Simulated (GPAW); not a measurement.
## Si2Ni: optical spectrum from first principles

Aim: the dielectric function of Si2Ni, and the optical constants that follow from it.

Program: GPAW 26.7.0. Level of theory: DFT, PBE, plane-wave PAW (GPAW data sets), scalar-relativistic, RPA, optical limit. Results are calculated unless marked as measured.

## Step 1: The starting structure

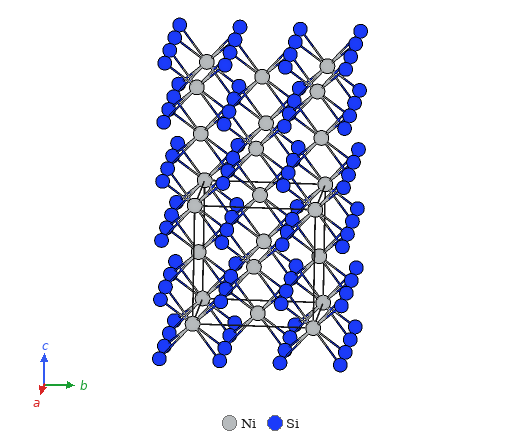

Start, viewed slightly off an axis; nickel light grey, silicon blue. 1×1×2 cells are drawn. This picture shows the conventional cell, with its axes. Some periodic images of atoms are drawn too.

Coordinates:

```
Ni Si
1.0
     0.00000    2.70300    2.70300
     2.70300    0.00000    2.70300
     2.70300    2.70300    0.00000
Ni Si
1 2
Direct
  0.00000 0.00000 0.00000
  0.75000 0.75000 0.75000
  0.25000 0.25000 0.25000
```

## Step 2: Bands for the response

At the fixed density, many empty bands are solved on the mesh of the response, since the spectrum sums over them.

This step: DFT, PBE, plane-wave PAW (GPAW data sets), scalar-relativistic, bands at fixed density (GPAW 26.7.0).

Contents of nscf.py:

```python
from ase.dft.bandgap import bandgap
from gpaw import GPAW, FermiDirac

calc = GPAW('gs.gpw').fixed_density(kpts={'size': (14, 14, 14), 'gamma': True}, nbands=39, convergence={'bands': 33},
                                    occupations=FermiDirac(0.05), txt='nscf.txt')
print('gap (eV)', bandgap(calc, output=None)[0])
print('direct gap (eV)', bandgap(calc, direct=True, output=None)[0])
print('top band over the Fermi level (eV)', min(calc.get_eigenvalues(kpt=k)[32] for k in range(len(calc.get_ibz_k_points()))) - calc.get_fermi_level())
calc.write('full.gpw', mode='all')
```

On the command line:

```bash
> OMP_NUM_THREADS=1 python nscf.py
```

Numbers of over 12 decimals in the logs are rounded to 6 here.

Log:

```text
Diagonalizing LCAO Hamiltonian
Converting LCAO to pw mode
convergence criteria:
- Maximum integral of absolute [eigenst]ate change: 4e-08 eV^2 / valence electron
maximum number of iterations: 150

SCF iterations
|iter     |      energy | eigst |  dens |
|iter:   1||             | +3.09 |       |
|iter:   2||             | +1.61 |       |
|iter:   3||             | +0.81 |       |
|iter:   4||             | +0.15 |       |
|iter:   5||             | -0.43 |       |
|iter:   6||             | -1.01 |       |
|iter:   7||             | -1.55 |       |
|iter:   8||             | -2.10 |       |
|iter:   9||             | -2.65 |       |
|iter:  10||             | -3.24 |       |
|iter:  11||             | -3.83 |       |
|iter:  12||             | -4.41 |       |
|iter:  13||             | -4.97 |       |
|iter:  14||             | -5.53 |       |
|iter:  15||             | -6.08 |       |
|iter:  16||             | -6.60 |       |
|iter:  17||             | -7.08 |       |
|iter:  18||             | -7.51c|       |
SCF steps: 18
  __  _  _
 | _ |_)|_||  |
 |__||  | ||/\| - 26.7.0

Versions:
  Python: 3.12.14
  ASE:    3.29.0
  Numpy:  2.5.5
  Scipy:  1.18.1
  Libxc:  7.0.0

Input parameters:
  mode=PW(ecut=500.0),
  convergence={'bands': 33},
  gpts=array([20, 20, 20]),
  kpts=MonkhorstPack(size=(14, 14, 14), gamma=True),
  maxiter=150,
  nbands=39,
  occupations=Occupations(name='fermi-dirac', width=0.05, fixmagmom=False),
  parallel={},
  xc=XC(name='PBE')

--- standard output ---
gap (eV) 0.0
direct gap (eV) 0.0
top band over the Fermi level (eV) 24.683200
```

It took 1.8 min on 1 thread of Arm Neoverse V1, shared host; peak memory 0.23 GiB.

This run has no spin polarisation, although Ni can carry a moment.

## Step 3: Dielectric function, RPA

Local fields let the induced charge screen the field inside the cell, which as a rule lowers ε, most along directions where the density is uneven.

This step: DFT, PBE, plane-wave PAW (GPAW data sets), scalar-relativistic, RPA, optical limit (GPAW 26.7.0).

Contents of df.py:

```python
from gpaw.response.df import DielectricFunction

df = DielectricFunction('full.gpw', frequencies={'type': 'nonlinear', 'domega0': 0.03, 'omega2': 8},
                        ecut=50,
                        eta=0.15,
                        nbands=33,
                        rate=0.05,
                        txt='df.txt')
for direction in ['x']:
    df.get_dielectric_function(xc='RPA', direction=direction, filename=f'df_{direction}.csv')
```

On the command line:

```bash
> OMP_NUM_THREADS=1 python df.py
```

Log:

```text
Using integrator: PointIntegrator
NonLinearFrequencyDescriptor(from 0.000 to 94.979 eV, 536 points)
Nonperiodic BCs:  [False False False]
Using integrator: PointIntegrator
NonLinearFrequencyDescriptor(from 0.000 to 94.979 eV, 536 points)
Nonperiodic BCs:  [False False False]
Using integrator: PointIntegrator

Calculating chi0 body with:
    Ground state adapter containing:
    Number of spins: 1
    Number of kpoints: 2744
    Number of irreducible kpoints: 104
    Number of completely occupied states: 9
    Number of partially occupied states: 13

    Linear response parametrization:
    q_c: [0.0, 0.0, 0.0]
    Number of frequency points: 536
    Planewave cutoff: 50.0
    Number of bands: 33
    Number of planewaves: 27
    Broadening (eta): 0.15

Integrating chi0 body.

Symmetries of q_c:
    Direct symmetries (Uq -> q): 48
    Indirect symmetries (TUq -> q): 0
In total 48 allowed symmetries.

104 groups of equivalent kpoints. 96.209913% reduction.

Integral kind: spectral function

Calculating chi0 optical extensions with:
    Ground state adapter containing:
    Number of spins: 1
    Number of kpoints: 2744
    Number of irreducible kpoints: 104
    Number of completely occupied states: 9
    Number of partially occupied states: 13

    Linear response parametrization:
    Number of frequency points: 536
    Planewave cutoff: 50.0
    Number of bands: 33
    Number of planewaves: 27
    Broadening (eta): 0.15
Integrating chi0 head and wings.

Symmetries of q_c:
    Direct symmetries (Uq -> q): 48
    Indirect symmetries (TUq -> q): 0
In total 48 allowed symmetries.

104 groups of equivalent kpoints. 96.209913% reduction.

Integral kind: spectral function wings

Calculating drude chi0 with:
    Number of frequency points:536
    Plasma frequency decay rate: 0.05 eV

    Ground state adapter containing:
    Number of spins: 1
    Number of kpoints: 2744
    Number of irreducible kpoints: 104
    Number of completely occupied states: 9
    Number of partially occupied states: 13

Symmetries of q_c:
    Direct symmetries (Uq -> q): 48
    Indirect symmetries (TUq -> q): 0
In total 48 allowed symmetries.

104 groups of equivalent kpoints. 96.209913% reduction.

Integral kind: intraband
Plasma frequency:
[[4.6+0.j 0. +0.j 0. +0.j]
 [0. -0.j 4.6+0.j 0. +0.j]
 [0. +0.j 0. +0.j 4.6+0.j]]
```

It took 14 s on 1 thread; peak memory 0.24 GiB.

Some rows of df_x.csv (energy; Re and Im without local fields; Re and Im with them):

```text
0.000000, 8538.463712, 0.000000, 8537.954970, 0.000000
0.460735, -55.298503, 73.905350, -55.758331, 73.901826
0.943989, -12.522382, 19.174254, -13.068583, 19.182102
1.451455, 7.860260, 11.482536, 7.045005, 11.294405
1.984998, 12.522886, 14.766271, 11.686065, 14.246909
2.546682, 10.371727, 22.392714, 9.968454, 21.305381
3.138794, -3.305740, 18.933406, -3.037961, 18.495147
3.763875, -0.862565, 11.980240, -0.756125, 11.616433
4.424758, 1.416097, 11.595512, 1.495266, 11.191512
5.124608, -2.608394, 13.276762, -2.275660, 12.983699
5.866977, -2.953582, 11.289612, -2.582278, 11.073578
6.655862, -5.468687, 6.835721, -5.435171, 6.771422
7.495775, -4.457650, 5.070818, -4.343313, 5.042099
8.391833, -3.709933, 3.537057, -3.593914, 3.499836
9.349861, -3.166441, 2.344072, -3.076782, 2.313335
10.376517, -2.422250, 1.622459, -2.337363, 1.628376
11.479449, -1.731365, 1.212913, -1.673969, 1.225811
12.667487, -1.400817, 0.815241, -1.370554, 0.820158
13.950874, -1.001490, 0.582200, -0.969503, 0.608167
```

Sum at mesh points, not converged in k. Im ε, E ∥ x against photon energy; read off at these points:

| photon energy (eV) | Im ε, E ∥ x |
| --- | --- |
| 1.0 | 17.7 |
| 2.0 | 14.4 |
| 2.7 | 24.1 |
| 3.0 | 22.7 |
| 4.0 | 11.5 |
| 5.0 | 13.5 |
| 6.0 | 11.1 |
| 7.0 | 5.96 |
| 8.0 | 3.81 |
| 9.0 | 2.74 |
| 10.0 | 1.95 |
| 11.0 | 1.33 |
| 12.0 | 1.12 |
| 13.0 | 0.757 |

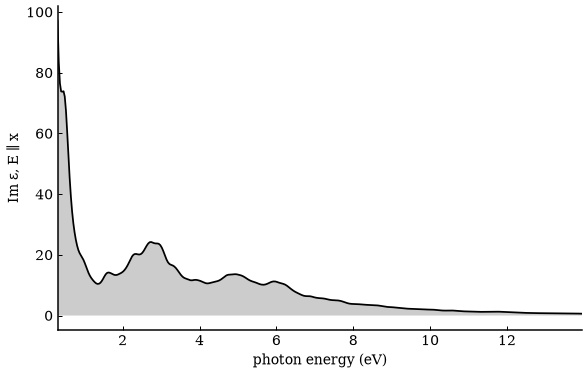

Im ε, E ∥ x against photon energy.

Values under 1 per cm are given as 1; sum at mesh points, not converged in k. Table of absorption coefficient, E ∥ x by photon energy:

| photon energy (eV) | absorption coefficient, E ∥ x (1/cm) |
| --- | --- |
| 1.01 | 4.0e5 |
| 1.99 | 3.7e5 |
| 3.02 | 1.1e6 |
| 3.98 | 9.8e5 |
| 4.98 | 1.4e6 |
| 6.02 | 1.7e6 |
| 6.99 | 1.8e6 |
| 8.03 | 1.8e6 |
| 9.02 | 1.8e6 |
| 10.03 | 1.7e6 |
| 11.03 | 1.7e6 |
| 12.02 | 1.6e6 |
| 13.00 | 1.5e6 |

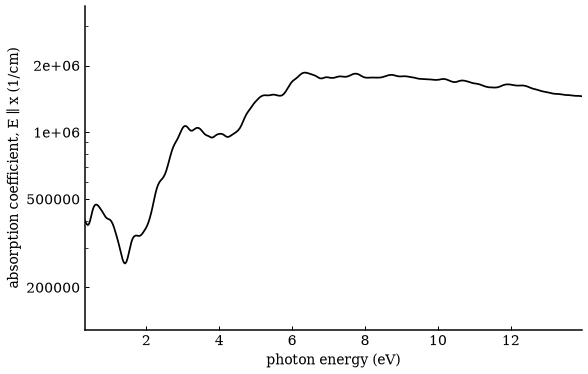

Absorption coefficient, E ∥ x, plotted against photon energy.

Sum at mesh points, not converged in k. Loss function −Im 1/ε at q → 0, E ∥ x against energy loss; read off at these points:

| energy loss (eV) | loss function −Im 1/ε at q → 0, E ∥ x |
| --- | --- |
| 1.0 | 0.0410 |
| 1.3 | 0.0918 |
| 2.0 | 0.0413 |
| 3.0 | 0.0439 |
| 4.0 | 0.0871 |
| 5.0 | 0.0735 |
| 6.0 | 0.0807 |
| 7.0 | 0.102 |
| 8.0 | 0.125 |
| 9.0 | 0.146 |
| 10.0 | 0.188 |
| 11.0 | 0.227 |
| 12.0 | 0.283 |
| 13.0 | 0.370 |

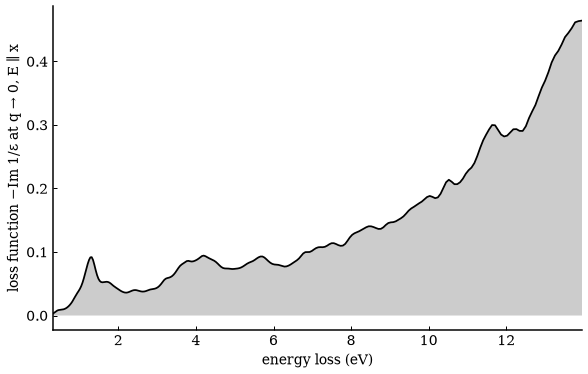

Loss function −Im 1/ε at q → 0, E ∥ x, plotted against energy loss.

Sum at mesh points, not converged in k. Table of Im ε, E ∥ x by photon energy; read off at these points:

| photon energy (eV) | without local fields | with local fields |
| --- | --- | --- |
| 1.0 | 17.7 | 17.7 |
| 2.0 | 14.9 | 14.4 |
| 2.7 | 25.3 | 24.1 |
| 3.0 | 23.4 | 22.7 |
| 4.0 | 11.8 | 11.5 |
| 5.0 | 13.8 | 13.5 |
| 6.0 | 11.2 | 11.1 |
| 7.0 | 6.04 | 5.96 |
| 8.0 | 3.85 | 3.81 |
| 9.0 | 2.78 | 2.74 |
| 10.0 | 1.96 | 1.95 |
| 11.0 | 1.29 | 1.33 |
| 12.0 | 1.09 | 1.12 |
| 13.0 | 0.751 | 0.757 |

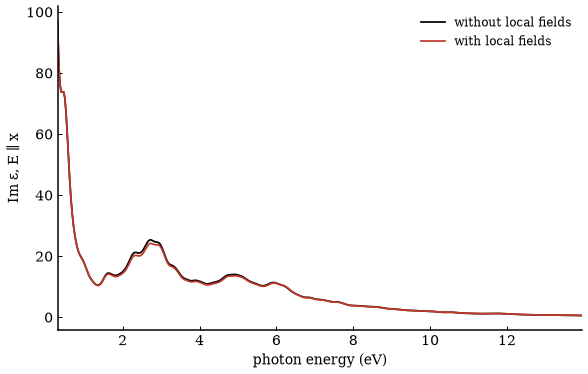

Im ε, E ∥ x against photon energy.

Sum at mesh points, not converged in k. Reflectivity at normal incidence, E ∥ x against photon energy; read off at these points:

| photon energy (eV) | reflectivity at normal incidence, E ∥ x (%) |
| --- | --- |
| 1.0 | 66.1 |
| 2.0 | 43.1 |
| 3.0 | 56.5 |
| 4.0 | 45.0 |
| 5.0 | 49.2 |
| 6.0 | 52.2 |
| 7.0 | 56.6 |
| 7.8 | 59.3 |
| 8.0 | 57.7 |
| 9.0 | 58.4 |
| 10.0 | 57.3 |
| 11.0 | 58.7 |
| 12.0 | 56.5 |
| 12.5 | 59.5 |
| 13.0 | 57.4 |

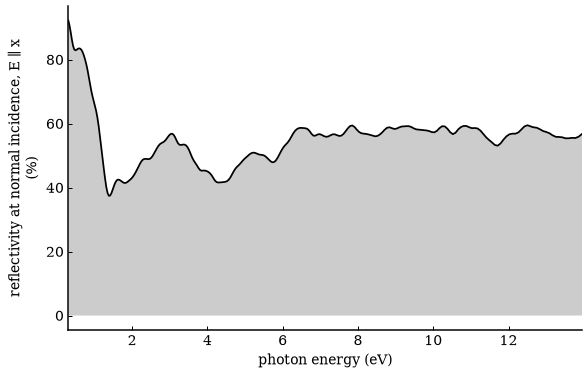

Reflectivity at normal incidence, E ∥ x, plotted against photon energy.

At chosen wavelengths:

| wavelength (nm) | n | k | R (%) | 1/α |
| --- | --- | --- | --- | --- |
| 800 | 3.50 | 1.919 | 41.5 | 33 nm |
| 532 | 4.10 | 2.471 | 48.9 | 17 nm |
| 450 | 3.87 | 3.119 | 53.7 | 11 nm |
| 365 | 2.54 | 3.042 | 53.4 | 9.5 nm |
| 308 | 2.36 | 2.414 | 44.9 | 10 nm |
| 248 | 2.48 | 2.720 | 49.2 | 7.3 nm |
| 193 | 1.47 | 2.840 | 58.5 | 5.4 nm |

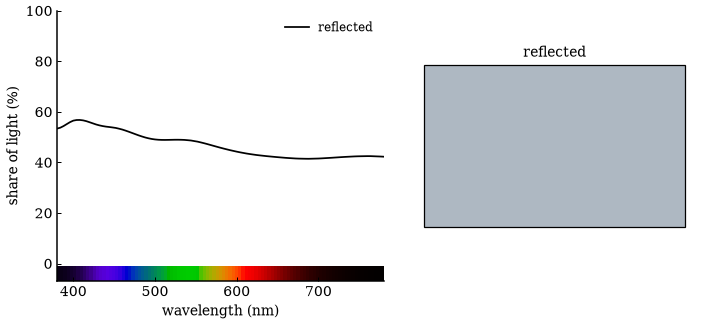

Light reflected across the visible range, with the colour that it makes of daylight (sRGB).

In reflection the computed colour is faintly blue: x = 0.297, y = 0.316, luminous reflectivity 47 %.

## Step 4: Results

**Reading.** At this level (PBE, RPA) Si2Ni is a metal. The mesh is too coarse to trust the carriers' weight, the reflectivity or the colour to better than tens of per cent. In reflection the computed colour is faintly blue: x = 0.297, y = 0.316, luminous reflectivity 47 %. The carriers' damping of 0.05 eV is typed, not computed; it shapes the response at the lowest energies. The run has no spin polarisation; magnetic order or correlation, untested here, could change the spectrum. In this version of GPAW the matrix elements of the optical limit are incomplete, which can lower ε − 1 by up to a tenth where first-row anions or d states rule, and shift it by more in d metals. GPAW's carrier term has the form −ωp²/(ω + i·rate)², which damps like twice the rate and fails at low energy, so the curves leave the lowest energies out. The sum runs over mesh points 0.14 Å⁻¹ apart with no interpolation, so peaks are partly noise of the mesh, and the Drude plasma energy, a sum over the Fermi surface, isn't converged.

[Machine, clock and banner lines and Python warnings are left out of the logs.]

[Logs are printed without paths, hosts, clocks, repeated set-up lines and the standing remarks that a program may print on its own settings, such as how far it seeks lower states.]

[Hosts, paths, dates, database ids (printed as entryN), source tags and the programs' standing remarks are cut or masked in the printed files.]
